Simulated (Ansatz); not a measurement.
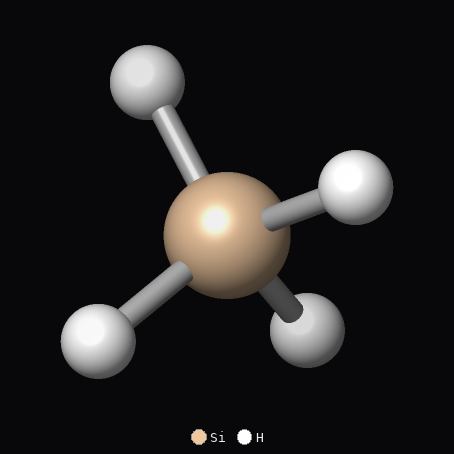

Ball-and-stick drawing of a structure.

> Give the formula.

SiH4, 5 atoms: 1 silicon and 4 hydrogen.

> How many bonds of each kind are drawn?

4 Si–H. Sticks follow a distance rule.

The parts below concern this one geometry. Atoms keep their numbers from picture to picture. The computed structure is the end point of a PBE0-D4/def2-TZVP optimisation.

### Symmetry

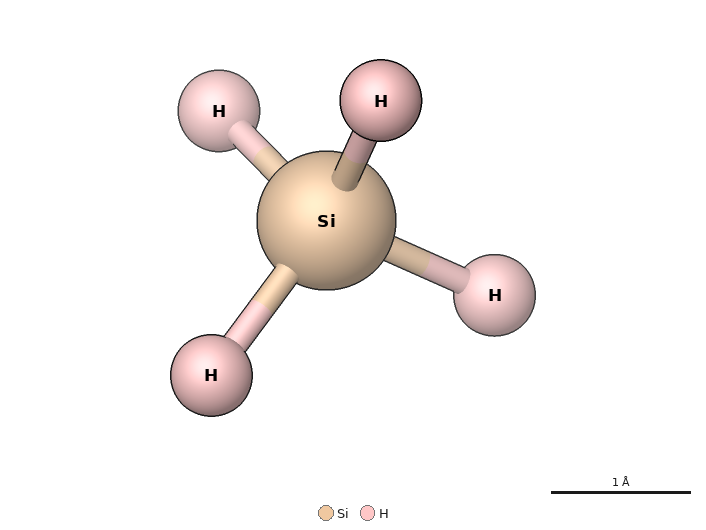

Atoms fade into the background with distance from the viewer. Masses are those of the most abundant isotopes; constants are for the rigid equilibrium geometry.

> What kind of rotor is it, and what are its rotational constants in GHz?

A spherical top (Td): A = B = C = 85.3 GHz.

### Electronic properties

Properties computed with RKS PBE0-D4/def2-TZVPP (Ansatz 0.2.0).

> Give the LUMO energy (Kohn–Sham orbital) at this level.

1.06 eV.

> What is the HOMO energy (Kohn–Sham orbital)?

−9.86 eV.

### Charges

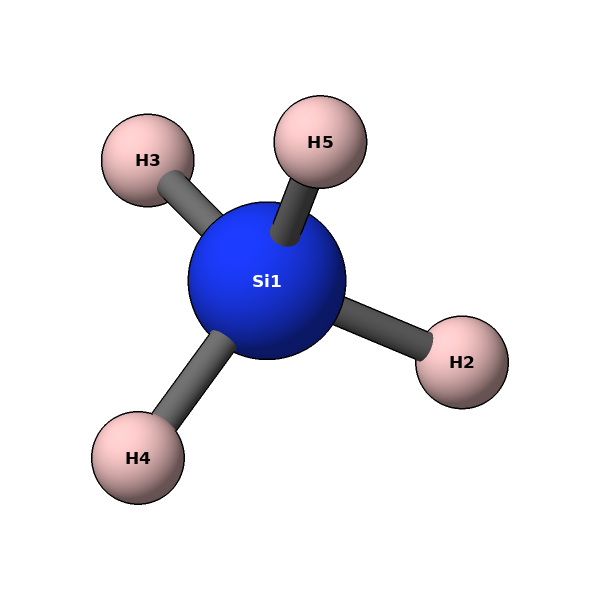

The questions are on Mulliken charges. Level of theory: RKS PBE0-D4/def2-TZVP (Ansatz 0.2.0).

Give the Mulliken charges atom by atom.

| atom | value (e) |
| --- | --- |
| Si1 | 0.07 |
| H2 | −0.02 |
| H3 | −0.02 |
| H4 | −0.02 |
| H5 | −0.02 |

### Vibrations

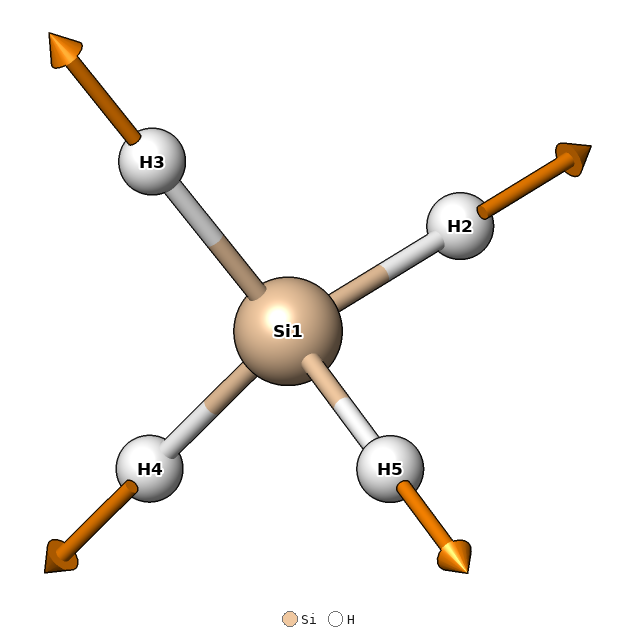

The arrows show one normal mode. Harmonic vibrations computed with RKS PBE0-D4/def2-TZVP (Ansatz 0.2.0) at a stationary point of the same level.

> What kind of motion is it?

Mostly in-phase stretching of 4 Si–H bonds.

> At what wavenumber does it lie?

2235 cm⁻¹; it is mode 6 of 9 counted from the lowest.

Mulliken values depend strongly on the basis set and can even reverse the polarity of a bond.
